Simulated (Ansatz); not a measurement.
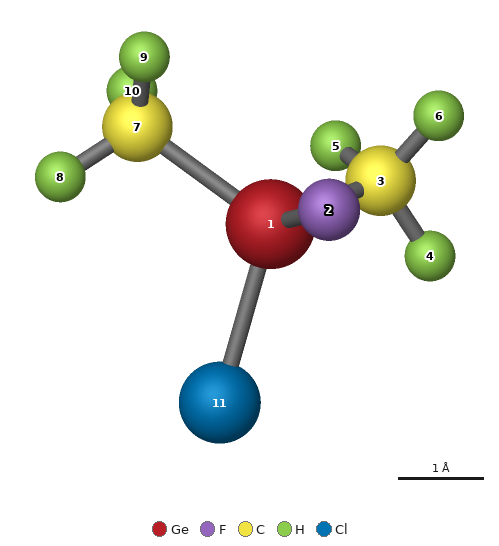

The structure as given in the input (ball-and-stick view, seen at a tilt; atoms are numbered from 1 in the order of the input). Sticks mark near contacts.

# Geometry relaxation, with input and output: C₂H₆ClFGe

- system: C₂H₆ClFGe
- method: RKS PBE0-D4/def2-SVP (Ansatz 0.2.0)

It belongs to a series of runs on one base structure; here: start relaxed. Figures and captions count atoms from 1; the log counts them from 0 in places.

The program's output:
```
The last accepted step is kept in [file] (removed where the run ends without a failure and the disk answers)
Engine: ansatz 0.2.0, x86_64-unknown-linux-gnu
Functional definition: PBE0
  parameter a = 0.25
  parameter kappa = 0.804
  parameter beta = 0.06672455060314922
  exchange = (1 - a)*pbe_x(kappa = kappa, mu = beta*pi^2/3) + a*exact_x
  correlation = pbe_c(beta = beta)
1296 factors; integrals over basis functions are off by at most 3.9e-4 eV
mean field evaluation 1: about -73893.2623 eV, gradient 6.1e1 eV
mean field evaluation 2: about -73890.1502 eV, gradient 7.3e1 eV
mean field evaluation 4: about -73901.2370 eV, gradient 2.4e0 eV
mean field evaluation 8: about -73901.2636 eV, gradient 1.6e-2 eV
mean field -73901.26361308 eV, -2715.8213457049 hartree, gradient 4.3e-5 eV, S^2 0.000000; 0 other end points of the search recorded, 0 dependent functions left out
the calculation of the forces begins
reference -73901.26364030 eV, -2715.8213467053 hartree; 38, 38 occupied and 84, 84 virtual orbitals, 1296 factors
relax step   1: F+E_penalty+E_count = -73901.47042622 eV  Δ(F+E_penalty+E_count) = +0.000e0 eV  max|allowed force component| = 2.983e0 eV/Å  Δτ_max = 0.0000 Å  (25 SCF iters, accepted)
these checks for a lower state are left out or cut short: starts, cluster_reference, orbital_swaps, neighbouring_geometries, increment
1296 factors; integrals over basis functions are off by at most 3.7e-4 eV
mean field evaluation 16: about -73901.3715 eV, gradient 2.4e-1 eV
mean field -73901.39026449 eV, -2715.8260000587 hartree, gradient 1.7e-5 eV, S^2 0.000000; 0 other end points of the search recorded, 0 dependent functions left out
[... from here on the field's lines of each further geometry are left out, up to the last ...]
relax step   2: F+E_penalty+E_count = -73901.59700822 eV  Δ(F+E_penalty+E_count) = -1.266e-1 eV  max|allowed force component| = 8.416e-1 eV/Å  Δτ_max = 0.1513 Å  (29 SCF iters, accepted)
relax step   3: F+E_penalty+E_count = -73901.64520598 eV  Δ(F+E_penalty+E_count) = -4.820e-2 eV  max|allowed force component| = 1.856e-1 eV/Å  Δτ_max = 0.0615 Å  (29 SCF iters, accepted)
relax step   4: F+E_penalty+E_count = -73901.65068698 eV  Δ(F+E_penalty+E_count) = -5.481e-3 eV  max|allowed force component| = 7.218e-2 eV/Å  Δτ_max = 0.0359 Å  (29 SCF iters, accepted)
relax step   5: F+E_penalty+E_count = -73901.65736656 eV  Δ(F+E_penalty+E_count) = -6.680e-3 eV  max|allowed force component| = 4.114e-1 eV/Å  Δτ_max = 0.1504 Å  (26 SCF iters, accepted)
relax step   6: F+E_penalty+E_count = -73901.61989766 eV  Δ(F+E_penalty+E_count) = +3.747e-2 eV  max|allowed force component| = 9.992e-1 eV/Å  Δτ_max = 0.1929 Å  (28 SCF iters, rejected (line search))
relax step   7: F+E_penalty+E_count = -73901.66728148 eV  Δ(F+E_penalty+E_count) = -9.915e-3 eV  max|allowed force component| = 5.838e-2 eV/Å  Δτ_max = 0.0964 Å  (28 SCF iters, accepted)
relax step   8: F+E_penalty+E_count = -73901.66981332 eV  Δ(F+E_penalty+E_count) = -2.532e-3 eV  max|allowed force component| = 1.874e-1 eV/Å  Δτ_max = 0.0976 Å  (29 SCF iters, accepted)
relax step   9: F+E_penalty+E_count = -73901.67221326 eV  Δ(F+E_penalty+E_count) = -2.400e-3 eV  max|allowed force component| = 7.031e-2 eV/Å  Δτ_max = 0.0216 Å  (29 SCF iters, accepted)
relax step  10: F+E_penalty+E_count = -73901.67343188 eV  Δ(F+E_penalty+E_count) = -1.219e-3 eV  max|allowed force component| = 4.537e-2 eV/Å  Δτ_max = 0.0465 Å  (29 SCF iters, accepted)
relax step  11: F+E_penalty+E_count = -73901.67429749 eV  Δ(F+E_penalty+E_count) = -8.656e-4 eV  max|allowed force component| = 3.493e-2 eV/Å  Δτ_max = 0.0486 Å  (27 SCF iters, accepted)
relax step  12: F+E_penalty+E_count = -73901.67456016 eV  Δ(F+E_penalty+E_count) = -2.627e-4 eV  max|allowed force component| = 4.974e-2 eV/Å  Δτ_max = 0.0371 Å  (28 SCF iters, accepted)
the calculation of the forces begins
reference -73901.46723305 eV, -2715.8288286008 hartree; 38, 38 occupied and 84, 84 virtual orbitals, 1296 factors
relax step  13: F+E_penalty+E_count = -73901.67474152 eV  Δ(F+E_penalty+E_count) = -1.814e-4 eV  max|allowed force component| = 1.896e-2 eV/Å  Δτ_max = 0.0093 Å  (22 SCF iters, accepted)
```

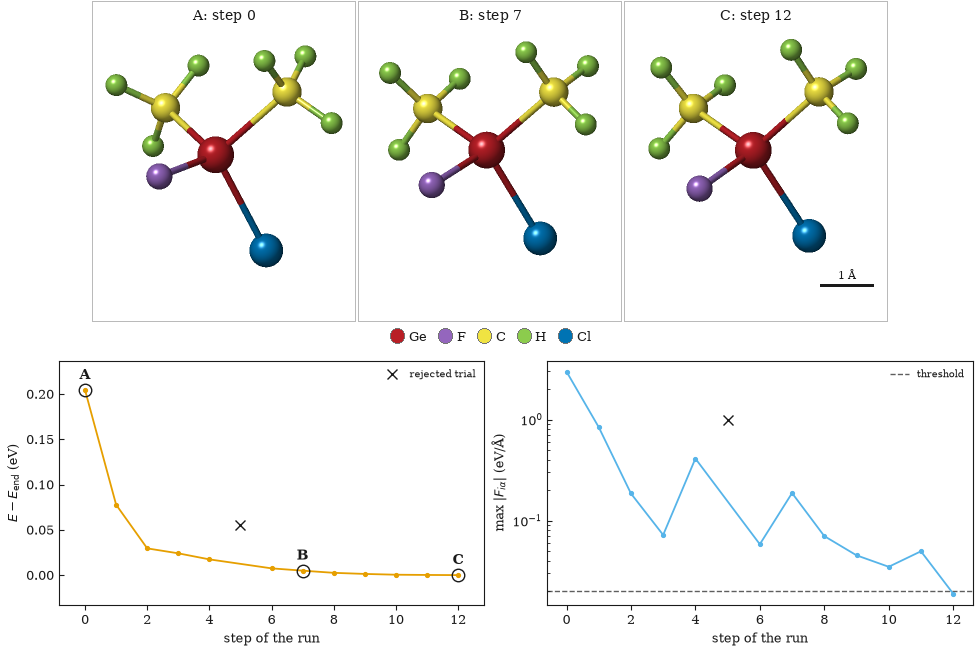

Frames of the relaxation (ball-and-stick view, seen at a tilt) above the curves, on which the letters mark them (the first geometry is step 0 here and step 1 in the log).

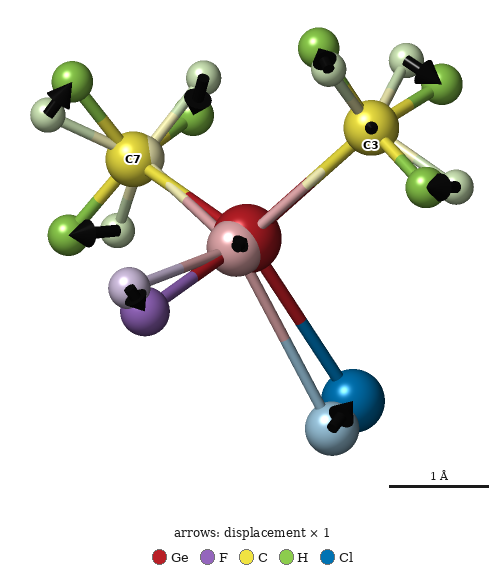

Start (faint) and end (solid) with the displacements as black arrows, at true length (ball-and-stick view, seen at a tilt). The two geometries are laid on each other by the best rigid fit. The largest move after the best rigid fit is that of H8, 0.62 Å. By element the largest moves are H 0.62 Å, Cl 0.43 Å, F 0.32 Å, Ge 0.19 Å, C 0.09 Å. Among the contacts that change: Ge1–F2 1.680 → 1.744 Å, Ge1–Cl11 2.218 → 2.161 Å, Ge1–C3 1.960 → 1.928 Å, C3–H4 1.110 → 1.099 Å. Among the angles that change: C3–Ge1–C7 109.5° → 118.7°, F2–Ge1–Cl11 109.5° → 105.3°, F2–Ge1–C3 109.4° → 107.3°. The energy falls by 0.204 eV in 12 geometry steps. The largest force component goes from 3 to 0.019 eV/Å. The line search rejected the trial step at point 5 (counted from 0) and went back. (Atoms are counted from 1 in the order of the input.)

```
1296 factors; integrals over basis functions are off by at most 4.1e-4 eV
mean field -73901.46720562 eV, -2715.8288275928 hartree, gradient 1.9e-5 eV, S^2 0.000000; 1 other end points of the search recorded, 0 dependent functions left out
the calculation of the forces begins
reference -73901.46723305 eV, -2715.8288286008 hartree; 38, 38 occupied and 84, 84 virtual orbitals, 1296 factors
Total energy: -73901.67476895 eV, -2715.8364554045 hartree
Atom 0 at     0.020032     0.033795    -0.186636 Å, force    -0.011516    -0.017695    -0.006559 eV/Å
Atom 1 at    -0.155025    -0.256763     1.523707 Å, force     0.001122     0.001340    -0.006761 eV/Å
Atom 2 at     1.905410    -0.017587    -0.585898 Å, force     0.002393    -0.003661    -0.009069 eV/Å
Atom 3 at     2.321626    -0.983400    -0.268317 Å, force    -0.000172    -0.000528     0.003106 eV/Å
Atom 4 at     2.064632     0.100781    -1.667274 Å, force    -0.001440     0.001885     0.006050 eV/Å
Atom 5 at     2.424376     0.791957    -0.052766 Å, force     0.005088     0.003649     0.002823 eV/Å
Atom 6 at    -0.969965     1.635798    -0.598930 Å, force    -0.009741     0.011792    -0.011395 eV/Å
Atom 7 at    -2.021105     1.504123    -0.306485 Å, force     0.013640     0.000963    -0.000202 eV/Å
Atom 8 at    -0.546516     2.489612    -0.049909 Å, force    -0.005209    -0.001941    -0.004524 eV/Å
Atom 9 at    -0.923138     1.840344    -1.678554 Å, force     0.000661    -0.002792     0.018956 eV/Å
Atom 10 at    -0.941226    -1.644961    -1.150336 Å, force     0.005173     0.006988     0.007576 eV/Å
Dipole moment:     0.305911     0.528885    -0.312896 e Å
```

Trajectory as extended XYZ (Å, eV, eV/Å), 13 frames, from step=1 to step=13:
```
11
Properties=species:S:1:pos:R:3:forces:R:3 step=1 energy=-73901.47043
Ge    0.0000    0.0000    0.0000    0.1738   0.2486  -2.9826
F     0.0000    0.0000    1.6800   -0.1082  -0.1908   1.9478
C     1.8483    0.0000   -0.6527   -0.0255  -0.3884   0.1891
H     2.1960   -1.0463   -0.7809    0.0029   0.3942   0.0204
H     1.8968    0.5276   -1.6281   -0.0606  -0.2032   0.3260
H     2.5002    0.5187    0.0808   -0.1950  -0.1631  -0.2275
C    -0.9232    1.5994   -0.6527   -0.3271  -0.1770   0.1689
H    -1.9758    1.3458   -0.8971    0.3305   0.2030   0.0688
H    -0.9048    2.3840    0.1322   -0.0206  -0.2336  -0.2510
H    -0.4128    1.9760   -1.5636   -0.1677  -0.1733   0.3049
Cl   -1.0456   -1.8115   -0.7393    0.3976   0.6837   0.4353
11
Properties=species:S:1:pos:R:3:forces:R:3 step=2 energy=-73901.59701
Ge    0.0529    0.0910   -0.0774   -0.1677  -0.3251  -0.8416
F    -0.0383   -0.0681    1.6323    0.0872   0.1555   0.7255
C     1.9141   -0.0552   -0.6448   -0.1867   0.2434   0.0420
H     2.2525   -1.1028   -0.7127   -0.2170   0.1328   0.0745
H     1.9973    0.4151   -1.6397    0.0961  -0.0620   0.1114
H     2.5548    0.4864    0.0706   -0.0179  -0.0207  -0.1032
C    -1.0023    1.6314   -0.6447    0.2984  -0.0304   0.0329
H    -2.0554    1.3658   -0.8354    0.2057  -0.1135   0.0819
H    -0.9626    2.4123    0.1322    0.0177  -0.0356  -0.0880
H    -0.5543    2.0186   -1.5757   -0.1174   0.0500   0.0955
Cl   -0.9796   -1.7009   -0.7262    0.0016   0.0055  -0.1309
11
Properties=species:S:1:pos:R:3:forces:R:3 step=3 energy=-73901.64521
Ge    0.0364    0.0620   -0.0968    0.0295   0.0359  -0.1856
F    -0.0083   -0.0154    1.6424   -0.0048  -0.0078   0.0451
C     1.8951   -0.0425   -0.6448   -0.1224   0.0460   0.0317
H     2.2220   -1.0909   -0.6882   -0.0331   0.0280   0.0148
H     2.0049    0.4124   -1.6414    0.0254  -0.0426   0.0372
H     2.5246    0.5036    0.0740   -0.0269  -0.0027  -0.0249
C    -0.9820    1.6214   -0.6445    0.0978  -0.0755   0.0307
H    -2.0324    1.3473   -0.8147    0.0311  -0.0124   0.0151
H    -0.9321    2.3909    0.1403    0.0187  -0.0259  -0.0195
H    -0.5577    2.0260   -1.5763   -0.0500  -0.0036   0.0312
Cl   -0.9914   -1.7211   -0.7713    0.0348   0.0606   0.0240
11
Properties=species:S:1:pos:R:3:forces:R:3 step=4 energy=-73901.65069
Ge    0.0375    0.0638   -0.1146    0.0161   0.0268   0.0441
F    -0.0135   -0.0245    1.6289    0.0017   0.0024  -0.0722
C     1.8938   -0.0400   -0.6431   -0.0411   0.0146   0.0025
H     2.2202   -1.0887   -0.6525    0.0012   0.0064   0.0091
H     2.0198    0.3861   -1.6496    0.0102  -0.0281   0.0166
H     2.5122    0.5253    0.0691   -0.0043   0.0081  -0.0062
C    -0.9794    1.6217   -0.6426    0.0334  -0.0261   0.0058
H    -2.0335    1.3470   -0.7820   -0.0012   0.0040   0.0087
H    -0.9067    2.3895    0.1410    0.0116   0.0003  -0.0026
H    -0.5840    2.0277   -1.5853   -0.0272  -0.0066   0.0099
Cl   -0.9873   -1.7141   -0.7906   -0.0005  -0.0018  -0.0158
11
Properties=species:S:1:pos:R:3:forces:R:3 step=5 energy=-73901.65737
Ge    0.0366    0.0628   -0.1452   -0.0453  -0.0647   0.0099
F    -0.0514   -0.0888    1.5887   -0.0037  -0.0061   0.0326
C     1.8969   -0.0313   -0.6261    0.2084  -0.3442   0.1509
H     2.2576   -1.0700   -0.5163   -0.1005   0.1806   0.0335
H     2.0466    0.2663   -1.6675   -0.0094   0.1137  -0.1930
H     2.4938    0.6180    0.0302   -0.0228   0.0428  -0.0066
C    -0.9746    1.6292   -0.6259   -0.4114  -0.0202   0.1196
H    -2.0526    1.3843   -0.6376    0.2216   0.0219   0.0383
H    -0.8056    2.4287    0.1101    0.0503  -0.0082  -0.0143
H    -0.6957    1.9848   -1.6222    0.0971   0.0573  -0.1605
Cl   -0.9726   -1.6903   -0.9096    0.0155   0.0270  -0.0104
11
Properties=species:S:1:pos:R:3:forces:R:3 step=6 energy=-73901.61990 accepted=F
Ge    0.0340    0.0594   -0.1772   -0.1556  -0.2435   0.0280
F    -0.1037   -0.1768    1.5454    0.0030   0.0079  -0.0006
C     1.9021   -0.0283   -0.6012    0.7414   0.0475  -0.6756
H     2.2966   -1.0312   -0.3420   -0.1599   0.2633  -0.0161
H     2.0780    0.1233   -1.7088   -0.1828  -0.0140   0.9992
H     2.4673    0.7319   -0.0145   -0.2371  -0.2693  -0.3309
C    -0.9764    1.6350   -0.6025   -0.2710   0.6758  -0.5939
H    -2.0573    1.4338   -0.4512    0.3534   0.0258  -0.0229
H    -0.6790    2.4724    0.0723   -0.0839  -0.3528  -0.3984
H    -0.8300    1.9321   -1.6846   -0.0503  -0.2183   0.9897
Cl   -0.9525   -1.6579   -1.0572    0.0427   0.0776   0.0216
11
Properties=species:S:1:pos:R:3:forces:R:3 step=7 energy=-73901.66728
Ge    0.0282    0.0482   -0.1603    0.0330   0.0584   0.0062
F    -0.0791   -0.1343    1.5696   -0.0080  -0.0135   0.0341
C     1.9012   -0.0314   -0.6170    0.0116   0.0110  -0.0340
H     2.2821   -1.0462   -0.4411   -0.0100  -0.0205   0.0120
H     2.0494    0.2240   -1.6769   -0.0140  -0.0026   0.0299
H     2.4665    0.6747    0.0084   -0.0094   0.0181  -0.0100
C    -0.9770    1.6311   -0.6192    0.0127   0.0103  -0.0237
H    -2.0517    1.4185   -0.5474   -0.0174  -0.0137   0.0054
H    -0.7269    2.4429    0.0793    0.0234  -0.0026  -0.0138
H    -0.7446    1.9508   -1.6460   -0.0048  -0.0145   0.0276
Cl   -0.9691   -1.6848   -0.9707   -0.0172  -0.0304  -0.0338
11
Properties=species:S:1:pos:R:3:forces:R:3 step=8 energy=-73901.66981
Ge    0.0248    0.0423   -0.1690    0.0053   0.0087   0.0038
F    -0.1087   -0.1834    1.5555   -0.0030  -0.0049  -0.0217
C     1.9031   -0.0270   -0.6066    0.0707   0.0072   0.0240
H     2.3021   -1.0256   -0.3647   -0.0437   0.1171  -0.0318
H     2.0498    0.1706   -1.6809   -0.0058  -0.0272   0.0941
H     2.4465    0.7323   -0.0192   -0.0408  -0.0803  -0.0732
C    -0.9748    1.6331   -0.6113   -0.0588   0.1029   0.0217
H    -2.0520    1.4482   -0.4544    0.1874   0.0418  -0.0307
H    -0.6494    2.4635    0.0414   -0.0640  -0.1205  -0.1261
H    -0.8035    1.9087   -1.6663   -0.0413  -0.0329   0.1470
Cl   -0.9588   -1.6688   -1.0459   -0.0059  -0.0118  -0.0072
11
Properties=species:S:1:pos:R:3:forces:R:3 step=9 energy=-73901.67221
Ge    0.0229    0.0391   -0.1727    0.0043   0.0097   0.0217
F    -0.1154   -0.1941    1.5505   -0.0039  -0.0049  -0.0203
C     1.9017   -0.0236   -0.6037    0.0359  -0.0086  -0.0038
H     2.3027   -1.0169   -0.3533   -0.0137   0.0510  -0.0152
H     2.0506    0.1636   -1.6783   -0.0035  -0.0149   0.0539
H     2.4421    0.7407   -0.0236   -0.0215  -0.0324  -0.0337
C    -0.9716    1.6333   -0.6095   -0.0341   0.0346  -0.0026
H    -2.0441    1.4567   -0.4362    0.0703   0.0200  -0.0129
H    -0.6345    2.4655    0.0289   -0.0198  -0.0463  -0.0504
H    -0.8172    1.9002   -1.6668   -0.0186  -0.0172   0.0673
Cl   -0.9582   -1.6708   -1.0567    0.0045   0.0089  -0.0041
11
Properties=species:S:1:pos:R:3:forces:R:3 step=10 energy=-73901.67343
Ge    0.0248    0.0424   -0.1708    0.0204   0.0359   0.0222
F    -0.1356   -0.2267    1.5443    0.0094   0.0166   0.0016
C     1.9053   -0.0213   -0.5952    0.0021   0.0058   0.0020
H     2.3074   -1.0074   -0.3254    0.0027  -0.0010   0.0076
H     2.0492    0.1377   -1.6735    0.0027   0.0010  -0.0020
H     2.4505    0.7557   -0.0396   -0.0174  -0.0040  -0.0005
C    -0.9721    1.6361   -0.6033    0.0048   0.0039   0.0017
H    -2.0371    1.4693   -0.3924   -0.0038   0.0028   0.0090
H    -0.6134    2.4857   -0.0038    0.0069  -0.0166  -0.0014
H    -0.8541    1.8723   -1.6705   -0.0018   0.0010  -0.0033
Cl   -0.9456   -1.6500   -1.0911   -0.0261  -0.0454  -0.0369
11
Properties=species:S:1:pos:R:3:forces:R:3 step=11 energy=-73901.67430
Ge    0.0210    0.0355   -0.1773    0.0192   0.0349  -0.0017
F    -0.1435   -0.2385    1.5367   -0.0068  -0.0133  -0.0094
C     1.9041   -0.0192   -0.5895    0.0018  -0.0030  -0.0194
H     2.3156   -0.9939   -0.2939    0.0046  -0.0003   0.0049
H     2.0530    0.1167   -1.6706    0.0025  -0.0014   0.0128
H     2.4358    0.7770   -0.0484   -0.0113  -0.0030   0.0027
C    -0.9701    1.6348   -0.5997   -0.0096   0.0175  -0.0227
H    -2.0297    1.4870   -0.3478    0.0163   0.0079   0.0008
H    -0.5770    2.4878   -0.0263   -0.0052  -0.0255  -0.0100
H    -0.8867    1.8527   -1.6750   -0.0066  -0.0028   0.0317
Cl   -0.9434   -1.6462   -1.1297   -0.0048  -0.0109   0.0103
11
Properties=species:S:1:pos:R:3:forces:R:3 step=12 energy=-73901.67456
Ge    0.0200    0.0343   -0.1883   -0.0193  -0.0407   0.0142
F    -0.1531   -0.2540    1.5226    0.0018   0.0039  -0.0002
C     1.9057   -0.0182   -0.5869    0.0082  -0.0015  -0.0263
H     2.3225   -0.9851   -0.2714   -0.0120   0.0166  -0.0021
H     2.0640    0.1028   -1.6687    0.0040  -0.0007   0.0254
H     2.4244    0.7908   -0.0519    0.0000  -0.0068  -0.0057
C    -0.9705    1.6366   -0.5989   -0.0215   0.0245  -0.0297
H    -2.0246    1.5024   -0.3143    0.0496   0.0037  -0.0093
H    -0.5509    2.4884   -0.0424   -0.0169  -0.0233  -0.0211
H    -0.9155    1.8456   -1.6782   -0.0065  -0.0006   0.0497
Cl   -0.9430   -1.6498   -1.1429    0.0128   0.0249   0.0051
11
Properties=species:S:1:pos:R:3:forces:R:3 step=13 energy=-73901.67474
Ge    0.0200    0.0338   -0.1866   -0.0115  -0.0177  -0.0066
F    -0.1550   -0.2568    1.5237    0.0011   0.0013  -0.0068
C     1.9054   -0.0176   -0.5859    0.0024  -0.0037  -0.0091
H     2.3216   -0.9834   -0.2683   -0.0002  -0.0005   0.0031
H     2.0646    0.1008   -1.6673   -0.0014   0.0019   0.0060
H     2.4244    0.7920   -0.0528    0.0051   0.0036   0.0028
C    -0.9700    1.6358   -0.5989   -0.0097   0.0118  -0.0114
H    -2.0211    1.5041   -0.3065    0.0136   0.0010  -0.0002
H    -0.5465    2.4896   -0.0499   -0.0052  -0.0019  -0.0045
H    -0.9231    1.8403   -1.6786    0.0007  -0.0028   0.0190
Cl   -0.9412   -1.6450   -1.1503    0.0052   0.0070   0.0076
```

The run was set up as follows.

Input:
```yaml
crystal:
  periodic: [false, false, false]
  atoms:
    - { symbol: Ge, position_ang: [0.0, 0.0, 0.0] }
    - { symbol: F, position_ang: [0.0, 0.0, 1.68] }
    - { symbol: C, position_ang: [1.8483, 0.0, -0.6527] }
    - { symbol: H, position_ang: [2.196, -1.0463, -0.7809] }
    - { symbol: H, position_ang: [1.8968, 0.5276, -1.6281] }
    - { symbol: H, position_ang: [2.5002, 0.5187, 0.0808] }
    - { symbol: C, position_ang: [-0.9232, 1.5994, -0.6527] }
    - { symbol: H, position_ang: [-1.9758, 1.3458, -0.8971] }
    - { symbol: H, position_ang: [-0.9048, 2.384, 0.1322] }
    - { symbol: H, position_ang: [-0.4128, 1.976, -1.5636] }
    - { symbol: Cl, position_ang: [-1.0456, -1.8115, -0.7393] }
basis:
  gaussian: { orbitals: def2-SVP }
hamiltonian:
  xc: pbe0
  dispersion: d4
relax:
  f_tol: 0.02
  max_steps: 40
```

Command:
```bash
ansatz run input.yaml --threads 2 --pin off --max-ram 3072MiB --backend cpu --events-out ev --progress --plain --runs-dir out
```

Summary:

| quantity | value |
| --- | --- |
| outcome | converged |
| total energy | −73901.6748 eV |
| mean-field energy | −73901.4672 eV |
| largest force (length of the vector) at the end | 0.022 eV/Å |
| hardware | 2 threads of AMD EPYC (Zen 5), 32 GiB of memory available, shared host |
| wall time | 22 s (CPU time 43 s) |
| peak memory | 0.34 GiB |
